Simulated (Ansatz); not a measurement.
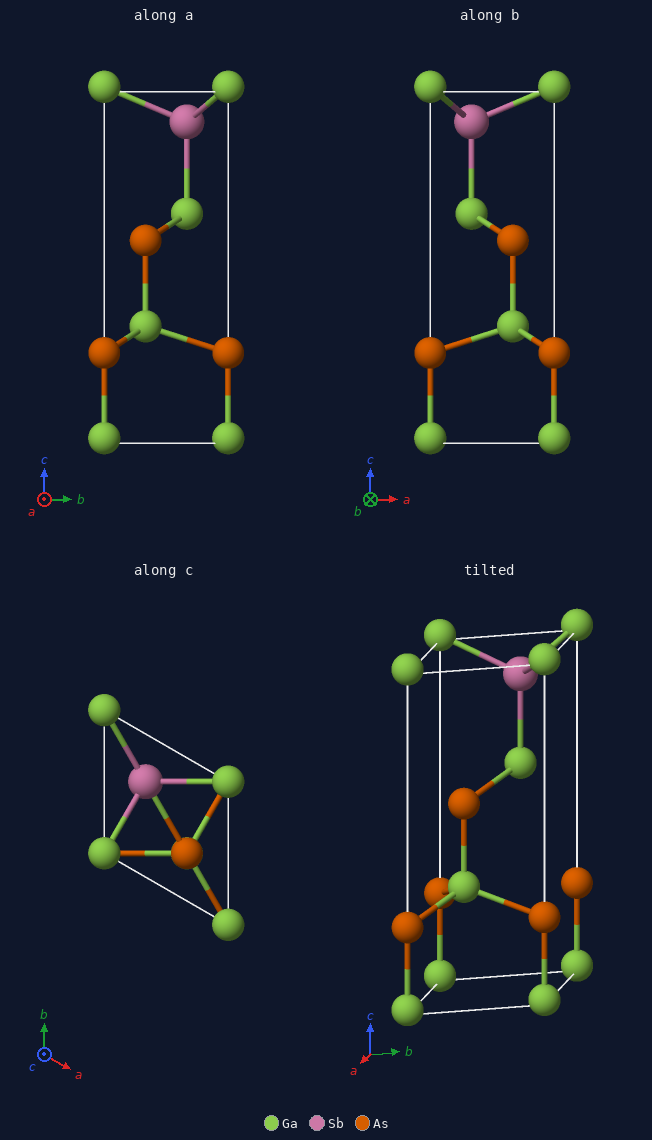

View along the a axis, along the b axis, along the c axis and slightly off an axis, drawn as a ball-and-stick model. Lines trace the edges of the conventional unit cell.

Lattice parameters: a = 4.046 Å, b = 4.046 Å, c = 9.935 Å, α = 90.00°, β = 90.00°, γ = 120.00°. Put a along x and b in the xy plane.

**From the views, write a POSCAR file, with free fractional coordinates to two decimals.**

```
Ga Sb As
1.0
     4.046    0.000    0.000
    -2.023    3.504    0.000
     0.000    0.000    9.935
Ga Sb As
3 1 2
Direct
  0.00 0.00 0.01
  0.6667 0.3333 0.33
  0.3333 0.6667 0.65
  0.3333 0.6667 0.91
  0.00 0.00 0.26
  0.6667 0.3333 0.58
```

The cell started as a structure type filled with these elements by a generator (whether the compound takes this form wasn't checked). It was relaxed at fixed volume with DFT PBE, scalar-relativistic, plane waves, PAW in Ansatz 0.2.0.

At this level of theory the run's own cell isn't at rest (compressed, at 6 GPa), so its distances can differ from those at equilibrium, the more so the softer the solid.
